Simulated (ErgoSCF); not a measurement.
**UB3LYP/STO-3G run of InNH3 (SMILES [NH2][InH])**

What is the vertical electron affinity of InNH3 at UB3LYP/STO-3G? 

The results are computed with ErgoSCF 3.8.

4 further runs of the same task are left out: 2 that didn't finish, 2 set aside as unsound or not needed. Runs told in other sessions of the task aren't counted.

## Step 1: The structure to begin with

InNH3 has 5 atoms, charge 0, and is taken as a doublet. SMILES: `[NH2][InH]`. The coordinates come from a PBE0-D4/def2-TZVP relaxation. This is one conformer, not always the lowest.

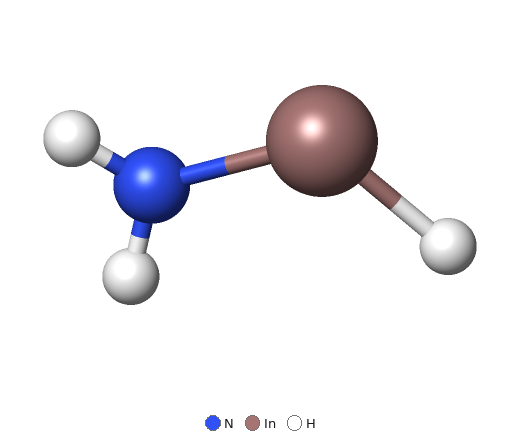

Viewed from a chosen angle; nitrogen blue, indium brown, hydrogen white.

## Step 2: A single-point energy at UB3LYP/STO-3G

run.inp

```
set_nthreads(1)
molecule_inline
N     -0.56578400    -1.39178329     0.50021051
In     1.59984214     1.78843680     0.55935893
H     -1.60022008    -1.81564886    -1.04823108
H      0.03325918    -2.99634974     1.33717021
H      0.62720010     4.27569433    -1.42693220
EOF
tmpdir = "."
scf.use_diagonalization = 1
scf.max_number_of_iterations = 100
scf.output_mulliken_pop = 1
scf.convergence_threshold = 1e-06
spin_polarization = 1
basis = "STO-3G"
charge = 0
run "B3LYP-G"
```

The basis set STO-3G is read from a file made from the Basis Set Exchange's data (not shown).

Run with:

```sh
$ ergo < run.inp
```

What it wrote:

```text
[...]
INDF Weighted mixed functional:
[...]
INSC Energy   1 =      -5656.83569727653
[...]
INDE E_LUMO =          0.04031857506
[...]
INSC Energy  16 =      -5740.61428384561  ( diff     -0.000000001384251 )
[...]
RESC CONVERGED after  16 iterations.
RESC FINAL ENERGY:      -5740.61428384561
RESC FINAL <S2> =          0.75219264471
[...]
INSC SCF: dipole_moment_x [atomic units] =       0.25136096
INSC SCF: dipole_moment_y [atomic units] =      -0.39588647
INSC SCF: dipole_moment_z [atomic units] =       0.03607788
[...]
```

It took 16 s on 1 thread of Arm Neoverse N1, shared host.

## Step 3: The singlet anion

ergo.in

```
# B3LYP-G on H3InN
set_nthreads(1)
molecule_inline
N  -0.56578400 -1.39178329 0.50021051
In 1.59984214 1.78843680 0.55935893
H  -1.60022008 -1.81564886 -1.04823108
H  0.03325918 -2.99634974 1.33717021
H  0.62720010 4.27569433 -1.42693220
EOF
charge = -1
scf.use_diagonalization = 1
scf.output_mulliken_pop = 1
scf.max_number_of_iterations = 100
scf.convergence_threshold = 1e-06
basis = "STO-3G"
scf.force_unrestricted = 1
tmpdir = "."
run "B3LYP-G"
```

The basis set STO-3G is read from a file made from the Basis Set Exchange's data (not shown).

Run with:

```sh
$ ergo ergo.in
```

What it wrote:

```text
[...]
INDF Weighted mixed functional:
[...]
INSC Energy   1 =      -5721.93966251459
[...]
INDE E_LUMO =          0.37837855147
[...]
INSC Energy  15 =      -5740.46210186575  ( diff     -0.000000000446562 )
[...]
RESC CONVERGED after  15 iterations.
RESC FINAL ENERGY:      -5740.46210186575
RESC FINAL <S2> =         -0.00000000000
[...]
INSC SCF: dipole_moment_x [atomic units] =      -1.65761286
INSC SCF: dipole_moment_y [atomic units] =      -1.89244178
INSC SCF: dipole_moment_z [atomic units] =      -0.90596471
[...]
```

Run time: 11 s. Hardware: 1 thread of Arm Neoverse N1, shared host.

## Step 4: What came out

At UB3LYP/STO-3G:

| quantity | value |
| --- | --- |
| doublet InNH3: total energy | -5740.61428 Eh |
| doublet InNH3: dipole moment | 1.20 D |
| doublet InNH3: ⟨S²⟩ | 0.752 |
| singlet anion: total energy | -5740.46210 Eh |
| vertical electron affinity (to the singlet anion) | -4.141 eV |

In words: The anion lies 4.14 eV (400 kJ/mol) above the neutral: the electron isn't bound at this level, and such a value depends on the basis. Without diffuse functions anions come out too high. In a minimal basis such a difference can be off by several eV, whatever the method. Mulliken charges (doublet InNH3) run from -0.54 on N1 to +0.40 on In2; they depend strongly on the basis. Relativity is left out (doublet InNH3) although the molecule holds a heavy atom. Mulliken charges (singlet anion) run from -0.57 on N1 to +0.09 on H4; they depend strongly on the basis. Relativity is left out (singlet anion) although the molecule holds a heavy atom.
